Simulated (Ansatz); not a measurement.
# CH₄AlNOSi: up Jacob's ladder to CCSD(T)

Aim: compute CH₄AlNOSi with functionals from several rungs and with coupled cluster, and see how far each lands from CCSD(T) at the basis-set limit for the atomisation energy.

Computed with Ansatz 0.2.0, Gaussian basis. Level: functionals in def2-TZVPP, the program's frozen cores in correlated methods.

Plan: LDA (SPW92), PBE-D4, revPBE-D4, BLYP-D4, r2SCAN-D4, B97M-V, PBE0-D4, B3LYP-D4, r2SCANh-D4, r2SCAN0-D4, HSE06-D4, BHLYP-D4, CAM-B3LYP-D4, LC-ωPBE, ωB97X-V, ωB97M-V, B2PLYP, PBE-QIDH; CCSD(T)/def2-SVP; CCSD(T)/def2-TZVPP; MP2/def2-QZVPP; extrapolation to the limit; RPA on PBE.

### 1 The relaxed structure

The geometry comes from an earlier relaxation with PBE0-D4 in a triple-zeta def2 set; it is a stationary point, not always the lowest conformer.

SMILES `[OH][Al]1[CH]=N[SiH2]1`, 9 atoms, charge 0, spin multiplicity 1.

Atoms are counted from 1 here; the program's logs count them from 0.

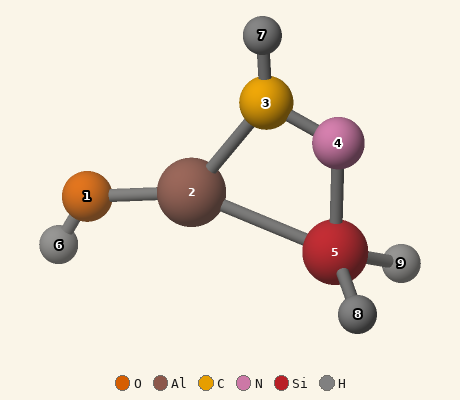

The structure; oxygen orange, aluminium brown, carbon amber, nitrogen pink, silicon red, hydrogen grey; atoms are numbered from 1 in the order of the file.

### 2 LDA

This LDA is Slater exchange with PW92 correlation.

in.yaml reads:

```yaml
crystal:
  periodic: [false, false, false]
  atoms:
    - {symbol: O, position_ang: [-0.831068, 2.176575, -1.389775]}
    - {symbol: Al, position_ang: [-0.270005, 0.831727, -0.532160]}
    - {symbol: C, position_ang: [1.528807, 0.116067, -0.041372]}
    - {symbol: N, position_ang: [1.220097, -0.940331, 0.612104]}
    - {symbol: Si, position_ang: [-0.545943, -1.212938, 0.742007]}
    - {symbol: H, position_ang: [-1.742379, 2.409779, -1.558232]}
    - {symbol: H, position_ang: [2.590696, 0.361360, -0.169681]}
    - {symbol: H, position_ang: [-0.954004, -1.259215, 2.173950]}
    - {symbol: H, position_ang: [-0.907600, -2.529425, 0.146058]}
basis:
  gaussian: {orbitals: def2-TZVPP}
hamiltonian: {xc: lda}
output: {orbitals: {seedname: orbitals}}
```

The run is started by

```
ansatz run in.yaml --threads 2 --pin off --events-out ev --progress --plain --max-ram 4352MiB
```

Output:

```text
Functional definition: SPW92
  name "SPW92"
  cite "Dirac, Proc. Camb. Phil. Soc. 26, 376 (1930) doi:10.1017/S0305004100016108"
  cite "Slater, Phys. Rev. 81, 385 (1951) doi:10.1103/PhysRev.81.385"
  cite "Perdew & Wang, Phys. Rev. B 45, 13244 (1992) doi:10.1103/PhysRevB.45.13244"
  exchange = slater_x
  correlation = pw_c
1279 factors; their error is unknown
mean field evaluation 1: about -19002.4581 eV, gradient 9.3e1 eV
mean field evaluation 2: about -18880.9396 eV, gradient 2.2e2 eV
mean field evaluation 4: about -19015.0439 eV, gradient 4.8e1 eV
mean field evaluation 8: about -19019.9084 eV, gradient 6.3e-1 eV
mean field evaluation 16: about -19019.8836 eV, gradient 8.4e-4 eV
mean field -19019.88361282 eV, -698.9678306308 hartree, gradient 8.6e-5 eV, S^2 0.000000; 0 other end points of the search recorded, 0 dependent functions left out
reference -19019.88365651 eV, -698.9678322365 hartree; 26, 26 occupied and 207, 207 virtual orbitals, 1279 factors
Total energy: -19019.88365651 eV, -698.9678322365 hartree
```

Wall time 1.9 s (2 threads of Intel Xeon at 2.60GHz, shared host); peak memory 0.3 GiB.

Atomisation energy: 3744.8 kJ/mol (free atoms -18981.072 eV, run apart). HOMO -5.45 eV, LUMO -2.86 eV.

### 3 PBE-D4 (GGA)

Changes to in.yaml since step 2:

```diff
@@ -14,3 +14,3 @@
   gaussian: {orbitals: def2-TZVPP}
-hamiltonian: {xc: lda}
-output: {orbitals: {seedname: orbitals}}
+hamiltonian: {xc: pbe, dispersion: d4}
+output: {forces: true, orbitals: {seedname: orbitals}}
```

The command is unchanged.

Output, shortened:

```text
Functional definition: PBE
  name "PBE"
  cite "Perdew, Burke & Ernzerhof, Phys. Rev. Lett. 77, 3865 (1996) doi:10.1103/PhysRevLett.77.3865"
  parent pbe
[...]
1279 factors; their error is unknown
[...]
mean field -19103.60496645 eV, -702.0445336284 hartree, gradient 4.6e-5 eV, S^2 0.000000; 0 other end points of the search recorded, 0 dependent functions left out
[...]
reference -19103.60501325 eV, -702.0445353484 hartree; 26, 26 occupied and 207, 207 virtual orbitals, 1279 factors
Total energy: -19103.81003791 eV, -702.0520698658 hartree
Atom 0 at    -0.831068     2.176575    -1.389775 Å, force     0.303537     0.263109    -0.157888 eV/Å
Atom 1 at    -0.270005     0.831727    -0.532160 Å, force    -0.032030    -0.160410     0.100976 eV/Å
Atom 2 at     1.528807     0.116067    -0.041372 Å, force     0.203875     0.411121    -0.252561 eV/Å
Atom 3 at     1.220097    -0.940331     0.612104 Å, force     0.109426    -0.505492     0.319085 eV/Å
Atom 4 at    -0.545943    -1.212938     0.742007 Å, force    -0.301888    -0.024637     0.008150 eV/Å
Atom 5 at    -1.742379     2.409779    -1.558232 Å, force    -0.465326     0.129879    -0.092773 eV/Å
Atom 6 at     2.590696     0.361360    -0.169681 Å, force     0.235244     0.072498    -0.040087 eV/Å
Atom 7 at    -0.954004    -1.259215     2.173950 Å, force    -0.029067    -0.023778     0.167702 eV/Å
Atom 8 at    -0.907600    -2.529425     0.146058 Å, force    -0.023772    -0.162289    -0.052603 eV/Å
Dipole moment:    -0.345483     0.227244    -0.150278 e Å
```

Wall time 3.1 s (2 threads of Intel Xeon at 2.60GHz, shared host); peak memory 0.31 GiB.

With the free atoms at this level, -19069.380 eV in sum, the atomisation energy is 3322.0 kJ/mol. HOMO -5.30 eV, LUMO -2.63 eV.

### 4 revPBE-D4 (GGA)

Changes to in.yaml since step 3:

```diff
@@ -14,3 +14,3 @@
   gaussian: {orbitals: def2-TZVPP}
-hamiltonian: {xc: pbe, dispersion: d4}
-output: {forces: true, orbitals: {seedname: orbitals}}
+hamiltonian: {xc: {name: revPBE}, dispersion: d4}
+output: {orbitals: {seedname: orbitals}}
```

Launched as before.

Output:

```text
Functional definition: revPBE
  name "revPBE"
  cite "Zhang & Yang, Phys. Rev. Lett. 80, 890 (1998) doi:10.1103/PhysRevLett.80.890"
  cite "Perdew, Burke & Ernzerhof, Phys. Rev. Lett. 77, 3865 (1996) doi:10.1103/PhysRevLett.77.3865"
  parameter kappa = 1.245
  parameter beta = 0.06672455060314922
  exchange = pbe_x(kappa = kappa, mu = beta*pi^2/3)
  correlation = pbe_c(beta = beta)
1279 factors; their error is unknown
mean field evaluation 1: about -19095.6078 eV, gradient 9.1e1 eV
mean field evaluation 2: about -18979.6953 eV, gradient 2.1e2 eV
mean field evaluation 4: about -19107.7274 eV, gradient 4.6e1 eV
mean field evaluation 8: about -19112.1923 eV, gradient 5.2e-1 eV
mean field evaluation 16: about -19112.1664 eV, gradient 2.0e-4 eV
mean field -19112.16643199 eV, -702.3591616838 hartree, gradient 6.7e-5 eV, S^2 0.000000; 0 other end points of the search recorded, 0 dependent functions left out
reference -19112.16649046 eV, -702.3591638327 hartree; 26, 26 occupied and 207, 207 virtual orbitals, 1279 factors
Total energy: -19112.73688035 eV, -702.3801252746 hartree
```

Wall time 2.5 s (2 threads of Intel Xeon at 2.60GHz, shared host); peak memory 0.3 GiB.

Atomisation energy: 3228.2 kJ/mol (free atoms -19079.279 eV, run apart). HOMO -5.23 eV, LUMO -2.54 eV.

### 5 BLYP-D4 (GGA)

Changes to in.yaml since step 4:

```diff
@@ -14,3 +14,3 @@
   gaussian: {orbitals: def2-TZVPP}
-hamiltonian: {xc: {name: revPBE}, dispersion: d4}
+hamiltonian: {xc: {name: BLYP}, dispersion: d4}
 output: {orbitals: {seedname: orbitals}}
```

The command is unchanged.

Output:

```text
Functional definition: BLYP
  name "BLYP"
  cite "Becke, Phys. Rev. A 38, 3098 (1988) doi:10.1103/PhysRevA.38.3098"
  cite "Lee, Yang & Parr, Phys. Rev. B 37, 785 (1988) doi:10.1103/PhysRevB.37.785"
  parameter beta = 0.0042
  parameter a = 0.04918
  parameter b = 0.132
  parameter c = 0.2533
  parameter d = 0.349
  exchange = b88_x(beta = beta)
  correlation = lyp_c(a = a, b = b, c = c, d = d)
1279 factors; their error is unknown
mean field evaluation 1: about -19096.7306 eV, gradient 9.8e1 eV
mean field evaluation 2: about -18960.3596 eV, gradient 2.3e2 eV
mean field evaluation 4: about -19109.6247 eV, gradient 5.3e1 eV
mean field evaluation 8: about -19115.6735 eV, gradient 5.3e-1 eV
mean field evaluation 16: about -19115.6474 eV, gradient 3.7e-4 eV
mean field -19115.64743261 eV, -702.4870860971 hartree, gradient 4.0e-5 eV, S^2 0.000000; 0 other end points of the search recorded, 0 dependent functions left out
reference -19115.64781420 eV, -702.4871001203 hartree; 26, 26 occupied and 207, 207 virtual orbitals, 1279 factors
Total energy: -19116.09241922 eV, -702.5034390536 hartree
```

It took 2.8 s on 2 threads of Intel Xeon at 2.60GHz, shared host; peak memory 0.31 GiB.

Atomisation energy: 3255.6 kJ/mol (free atoms -19082.350 eV, run apart). HOMO -5.17 eV, LUMO -2.46 eV.

### 6 r2SCAN-D4 (meta-GGA)

Changes to in.yaml since step 5:

```diff
@@ -14,3 +14,3 @@
   gaussian: {orbitals: def2-TZVPP}
-hamiltonian: {xc: {name: BLYP}, dispersion: d4}
-output: {orbitals: {seedname: orbitals}}
+hamiltonian: {xc: r2scan, dispersion: d4}
+output: {forces: true, orbitals: {seedname: orbitals}}
```

Launched as before.

Output, shortened:

```text
Functional definition: r2SCAN
  name "r2SCAN"
  cite "Furness, Kaplan, Ning, Perdew & Sun, J. Phys. Chem. Lett. 11, 8208 (2020) doi:10.1021/acs.jpclett.0c02405"
  cite "Furness, Kaplan, Ning, Perdew & Sun, J. Phys. Chem. Lett. 11, 9248 (2020) doi:10.1021/acs.jpclett.0c03077"
  parent r2scan
[...]
1279 factors; their error is unknown
[...]
mean field -19112.70363173 eV, -702.3789034104 hartree, gradient 1.9e-5 eV, S^2 0.000000; 0 other end points of the search recorded, 0 dependent functions left out
[...]
reference -19112.70364590 eV, -702.3789039308 hartree; 26, 26 occupied and 207, 207 virtual orbitals, 1279 factors
Total energy: -19112.75197632 eV, -702.3806800413 hartree
Atom 0 at    -0.831068     2.176575    -1.389775 Å, force     0.011016     0.051936    -0.032479 eV/Å
Atom 1 at    -0.270005     0.831727    -0.532160 Å, force    -0.012297    -0.018608     0.012103 eV/Å
Atom 2 at     1.528807     0.116067    -0.041372 Å, force     0.128964     0.303939    -0.187172 eV/Å
Atom 3 at     1.220097    -0.940331     0.612104 Å, force    -0.028567    -0.259761     0.162062 eV/Å
Atom 4 at    -0.545943    -1.212938     0.742007 Å, force    -0.134266    -0.068707     0.039785 eV/Å
Atom 5 at    -1.742379     2.409779    -1.558232 Å, force    -0.038438     0.023957    -0.015941 eV/Å
Atom 6 at     2.590696     0.361360    -0.169681 Å, force     0.043180    -0.014824     0.009978 eV/Å
Atom 7 at    -0.954004    -1.259215     2.173950 Å, force     0.015443    -0.018946    -0.010533 eV/Å
Atom 8 at    -0.907600    -2.529425     0.146058 Å, force     0.014966     0.001014     0.022196 eV/Å
Dipole moment:    -0.367412     0.249491    -0.164719 e Å
```

Wall time 6 s (2 threads of Intel Xeon at 2.60GHz, shared host); peak memory 0.33 GiB.

With the free atoms at this level, -19079.104 eV in sum, the atomisation energy is 3246.5 kJ/mol. HOMO -5.44 eV, LUMO -2.46 eV.

### 7 B97M-V (meta-GGA)

Changes to in.yaml since step 6:

```diff
@@ -14,3 +14,3 @@
   gaussian: {orbitals: def2-TZVPP}
-hamiltonian: {xc: r2scan, dispersion: d4}
-output: {forces: true, orbitals: {seedname: orbitals}}
+hamiltonian: {xc: {name: B97M-V}}
+output: {orbitals: {seedname: orbitals}}
```

Launched as before.

Output, shortened:

```text
Functional definition: B97M-V
  name "B97M-V"
  cite "Mardirossian & Head-Gordon, J. Chem. Phys. 142, 074111 (2015) doi:10.1063/1.4907719"
  cite "Becke, J. Chem. Phys. 107, 8554 (1997) doi:10.1063/1.475007"
  cite "Vydrov & Van Voorhis, J. Chem. Phys. 133, 244103 (2010) doi:10.1063/1.3521275"
  # Of w^i u^j: cxij and so on, Table III.
[...]
  gx(w, u) = cx00 + cx01*u + cx02*u^2 + (cx10 + cx11*u)*w
  gss(w, u) = css00 + css02*u^2 + css10*w + (css32*w^3 + css42*w^4)*u^2
  gos(w, u) = cos00 + cos01*u + cos03*u^3 + cos10*w + cos32*w^3*u^2
[...]
      + integral(e_c_pw_mod_opposite_spin*gos(b97_w_opposite, b97_u_opposite)) + vv10(b, c)
1279 factors; their error is unknown
[...]
mean field -19112.15434910 eV, -702.3587176458 hartree, gradient 2.1e-5 eV, S^2 0.000000; 0 other end points of the search recorded, 0 dependent functions left out
reference -19112.15441756 eV, -702.3587201617 hartree; 26, 26 occupied and 207, 207 virtual orbitals, 1279 factors
Total energy: -19112.15441756 eV, -702.3587201617 hartree
```

Wall time 11 s (2 threads of Intel Xeon at 2.60GHz, shared host); peak memory 0.38 GiB.

With the free atoms at this level, -19078.415 eV in sum, the atomisation energy is 3255.3 kJ/mol. HOMO -5.55 eV, LUMO -2.42 eV.

### 8 PBE0-D4 (hybrid)

Changes to in.yaml since step 7:

```diff
@@ -14,3 +14,3 @@
   gaussian: {orbitals: def2-TZVPP}
-hamiltonian: {xc: {name: B97M-V}}
+hamiltonian: {xc: pbe0, dispersion: d4}
 output: {orbitals: {seedname: orbitals}}
```

Same command.

Output:

```text
Functional definition: PBE0
  name "PBE0"
  cite "Adamo & Barone, J. Chem. Phys. 110, 6158 (1999) doi:10.1063/1.478522"
  cite "Perdew, Burke & Ernzerhof, Phys. Rev. Lett. 77, 3865 (1996) doi:10.1103/PhysRevLett.77.3865"
  parent pbe
  parameter a = 0.25
  parameter kappa = 0.804
  parameter beta = 0.06672455060314922
  exchange = (1 - a)*pbe_x(kappa = kappa, mu = beta*pi^2/3) + a*exact_x
  correlation = pbe_c(beta = beta)
1313 factors; their error is unknown
mean field evaluation 1: about -19093.6764 eV, gradient 7.7e1 eV
mean field evaluation 2: about -19059.1153 eV, gradient 1.4e2 eV
mean field evaluation 4: about -19104.3821 eV, gradient 1.6e1 eV
mean field evaluation 8: about -19104.9147 eV, gradient 1.9e-1 eV
mean field evaluation 16: about -19104.9495 eV, gradient 7.0e-5 eV
mean field -19104.94949545 eV, -702.0939441578 hartree, gradient 7.0e-5 eV, S^2 0.000000; 0 other end points of the search recorded, 0 dependent functions left out
reference -19104.94953036 eV, -702.0939454407 hartree; 26, 26 occupied and 207, 207 virtual orbitals, 1313 factors
Total energy: -19105.12345949 eV, -702.1003372183 hartree
```

Run time: 3.7 s. Hardware: 2 threads of Intel Xeon at 2.60GHz, shared host; peak memory 0.55 GiB.

With the free atoms at this level, -19071.655 eV in sum, the atomisation energy is 3229.2 kJ/mol. HOMO -6.46 eV, LUMO -1.68 eV.

### 9 B3LYP-D4 (hybrid)

B3LYP here takes the VWN-RPA correlation.

Changes to in.yaml since step 8:

```diff
@@ -14,3 +14,3 @@
   gaussian: {orbitals: def2-TZVPP}
-hamiltonian: {xc: pbe0, dispersion: d4}
-output: {orbitals: {seedname: orbitals}}
+hamiltonian: {xc: {name: B3LYP}, dispersion: d4}
+output: {forces: true, orbitals: {seedname: orbitals}}
```

Same command.

Output, shortened:

```text
Functional definition: B3LYP
  name "B3LYP"
  cite "Stephens, Devlin, Chabalowski & Frisch, J. Phys. Chem. 98, 11623 (1994) doi:10.1021/j100096a001"
  cite "Becke, Phys. Rev. A 38, 3098 (1988) doi:10.1103/PhysRevA.38.3098"
  cite "Lee, Yang & Parr, Phys. Rev. B 37, 785 (1988) doi:10.1103/PhysRevB.37.785"
  cite "Vosko, Wilk & Nusair, Can. J. Phys. 58, 1200 (1980) doi:10.1139/p80-159"
[...]
1306 factors; their error is unknown
[...]
mean field -19117.85060151 eV, -702.5680510609 hartree, gradient 2.6e-5 eV, S^2 0.000000; 0 other end points of the search recorded, 0 dependent functions left out
[...]
reference -19117.85088605 eV, -702.5680615175 hartree; 26, 26 occupied and 207, 207 virtual orbitals, 1306 factors
Total energy: -19118.18484524 eV, -702.5803342914 hartree
Atom 0 at    -0.831068     2.176575    -1.389775 Å, force    -0.013008     0.054724    -0.034643 eV/Å
Atom 1 at    -0.270005     0.831727    -0.532160 Å, force     0.007033    -0.015294     0.010293 eV/Å
Atom 2 at     1.528807     0.116067    -0.041372 Å, force     0.204642     0.077484    -0.043882 eV/Å
Atom 3 at     1.220097    -0.940331     0.612104 Å, force     0.033558    -0.056324     0.036569 eV/Å
Atom 4 at    -0.545943    -1.212938     0.742007 Å, force    -0.156262    -0.177329     0.107287 eV/Å
Atom 5 at    -1.742379     2.409779    -1.558232 Å, force    -0.043248     0.047678    -0.030927 eV/Å
Atom 6 at     2.590696     0.361360    -0.169681 Å, force    -0.069161     0.000847    -0.002532 eV/Å
Atom 7 at    -0.954004    -1.259215     2.173950 Å, force     0.019407    -0.002435    -0.079781 eV/Å
Atom 8 at    -0.907600    -2.529425     0.146058 Å, force     0.017039     0.070648     0.037618 eV/Å
Dipole moment:    -0.396984     0.257529    -0.170361 e Å
```

Run time: 5.5 s. Hardware: 2 threads of Intel Xeon at 2.60GHz, shared host; peak memory 0.63 GiB.

With the free atoms at this level, -19084.652 eV in sum, the atomisation energy is 3235.4 kJ/mol. HOMO -6.26 eV, LUMO -1.87 eV.

### 10 r2SCANh-D4 (hybrid)

Changes to in.yaml since step 9:

```diff
@@ -14,3 +14,3 @@
   gaussian: {orbitals: def2-TZVPP}
-hamiltonian: {xc: {name: B3LYP}, dispersion: d4}
-output: {forces: true, orbitals: {seedname: orbitals}}
+hamiltonian: {xc: {name: r2SCANh}, dispersion: d4}
+output: {orbitals: {seedname: orbitals}}
```

Same command.

Output, shortened:

```text
Functional definition: r2SCANh
  name "r2SCANh"
  cite "Bursch, Neugebauer, Ehlert & Grimme, J. Chem. Phys. 156, 134105 (2022) doi:10.1063/5.0086040"
  cite "Furness, Kaplan, Ning, Perdew & Sun, J. Phys. Chem. Lett. 11, 8208 (2020) doi:10.1021/acs.jpclett.0c02405"
  cite "Furness, Kaplan, Ning, Perdew & Sun, J. Phys. Chem. Lett. 11, 9248 (2020) doi:10.1021/acs.jpclett.0c03077"
  parent r2scan
[...]
1279 factors; their error is unknown
[...]
mean field -19112.29400331 eV, -702.3638498433 hartree, gradient 6.3e-5 eV, S^2 0.000000; 0 other end points of the search recorded, 0 dependent functions left out
reference -19112.29401633 eV, -702.3638503221 hartree; 26, 26 occupied and 207, 207 virtual orbitals, 1279 factors
Total energy: -19112.34635736 eV, -702.3657738192 hartree
```

Wall time 6 s (2 threads of Intel Xeon at 2.60GHz, shared host); peak memory 0.57 GiB.

Atomisation energy: 3213.1 kJ/mol (free atoms -19079.045 eV, run apart). HOMO -5.89 eV, LUMO -2.10 eV.

### 11 r2SCAN0-D4 (hybrid)

Changes to in.yaml since step 10:

```diff
@@ -14,3 +14,3 @@
   gaussian: {orbitals: def2-TZVPP}
-hamiltonian: {xc: {name: r2SCANh}, dispersion: d4}
+hamiltonian: {xc: {name: r2SCAN0}, dispersion: d4}
 output: {orbitals: {seedname: orbitals}}
```

Launched as before.

Output, shortened:

```text
Functional definition: r2SCAN0
  name "r2SCAN0"
  cite "Bursch, Neugebauer, Ehlert & Grimme, J. Chem. Phys. 156, 134105 (2022) doi:10.1063/5.0086040"
  cite "Furness, Kaplan, Ning, Perdew & Sun, J. Phys. Chem. Lett. 11, 8208 (2020) doi:10.1021/acs.jpclett.0c02405"
  cite "Furness, Kaplan, Ning, Perdew & Sun, J. Phys. Chem. Lett. 11, 9248 (2020) doi:10.1021/acs.jpclett.0c03077"
  parent r2scan
[...]
1313 factors; their error is unknown
[...]
mean field -19111.71600842 eV, -702.3426089229 hartree, gradient 2.3e-5 eV, S^2 0.000000; 0 other end points of the search recorded, 0 dependent functions left out
reference -19111.71601974 eV, -702.3426093391 hartree; 26, 26 occupied and 207, 207 virtual orbitals, 1313 factors
Total energy: -19111.77428813 eV, -702.3447506629 hartree
```

Run time: 6 s. Hardware: 2 threads of Intel Xeon at 2.60GHz, shared host; peak memory 0.58 GiB.

Atomisation energy: 3165.1 kJ/mol (free atoms -19078.970 eV, run apart). HOMO -6.58 eV, LUMO -1.60 eV.

### 12 HSE06-D4 (hybrid)

HSE06 is the plane-wave form, built on full-range PBE exchange.

Changes to in.yaml since step 11:

```diff
@@ -14,3 +14,3 @@
   gaussian: {orbitals: def2-TZVPP}
-hamiltonian: {xc: {name: r2SCAN0}, dispersion: d4}
+hamiltonian: {xc: hse06, dispersion: d4}
 output: {orbitals: {seedname: orbitals}}
```

Same command.

Output, shortened:

```text
Functional definition: HSE06
  name "HSE06"
  cite "Heyd, Scuseria & Ernzerhof, J. Chem. Phys. 118, 8207 (2003) doi:10.1063/1.1564060"
  cite "Krukau, Vydrov, Izmaylov & Scuseria, J. Chem. Phys. 125, 224106 (2006) doi:10.1063/1.2404663"
  cite "Heyd & Scuseria, J. Chem. Phys. 120, 7274 (2004) doi:10.1063/1.1668634"
  cite "Ernzerhof & Perdew, J. Chem. Phys. 109, 3313 (1998) doi:10.1063/1.476928"
  cite "Perdew, Burke & Ernzerhof, Phys. Rev. Lett. 77, 3865 (1996) doi:10.1103/PhysRevLett.77.3865"
  parent pbe
[...]
  # The whole range is PBE's own exchange, as in plane waves. The composition of these papers is wPBEh.
[...]
1313 factors; their error is unknown
112 factors; integrals over basis functions are off by at most 5.0e-7 eV
[...]
mean field -19104.38740536 eV, -702.0732877282 hartree, gradient 8.1e-5 eV, S^2 0.000000; 0 other end points of the search recorded, 0 dependent functions left out
reference -19104.38745189 eV, -702.0732894380 hartree; 26, 26 occupied and 207, 207 virtual orbitals, 1313 factors
Total energy: -19104.55123453 eV, -702.0793083391 hartree
```

It took 4 s on 2 threads of Intel Xeon at 2.60GHz, shared host; peak memory 0.58 GiB.

Atomisation energy: 3232.3 kJ/mol (free atoms -19071.051 eV, run apart). HOMO -6.06 eV, LUMO -2.06 eV.

### 13 BHLYP-D4 (hybrid)

Changes to in.yaml since step 12:

```diff
@@ -14,3 +14,3 @@
   gaussian: {orbitals: def2-TZVPP}
-hamiltonian: {xc: hse06, dispersion: d4}
+hamiltonian: {xc: {name: BHLYP}, dispersion: d4}
 output: {orbitals: {seedname: orbitals}}
```

Same command.

Output:

```text
Functional definition: BHLYP
  name "BHLYP"
  cite "Becke, J. Chem. Phys. 98, 1372 (1993) doi:10.1063/1.464304"
  cite "Becke, Phys. Rev. A 38, 3098 (1988) doi:10.1103/PhysRevA.38.3098"
  cite "Lee, Yang & Parr, Phys. Rev. B 37, 785 (1988) doi:10.1103/PhysRevB.37.785"
  parameter a = 0.5
  exchange = (1 - a)*b88_x + a*exact_x
  correlation = lyp_c
1418 factors; their error is unknown
mean field evaluation 1: about -19105.3270 eV, gradient 6.8e1 eV
mean field evaluation 2: about -19097.1028 eV, gradient 9.1e1 eV
mean field evaluation 4: about -19113.8981 eV, gradient 6.2e0 eV
mean field evaluation 8: about -19113.9765 eV, gradient 1.2e-1 eV
mean field evaluation 16: about -19114.0718 eV, gradient 8.9e-5 eV
mean field -19114.07182904 eV, -702.4291837341 hartree, gradient 4.6e-5 eV, S^2 0.000000; 0 other end points of the search recorded, 0 dependent functions left out
reference -19114.07202018 eV, -702.4291907583 hartree; 26, 26 occupied and 207, 207 virtual orbitals, 1418 factors
Total energy: -19114.35168526 eV, -702.4394682604 hartree
```

Run time: 3.9 s. Hardware: 2 threads of Intel Xeon at 2.60GHz, shared host; peak memory 0.57 GiB.

With the free atoms at this level, -19082.150 eV in sum, the atomisation energy is 3107.0 kJ/mol. HOMO -7.57 eV, LUMO -0.71 eV.

(Part 1 of 2 ends here.)
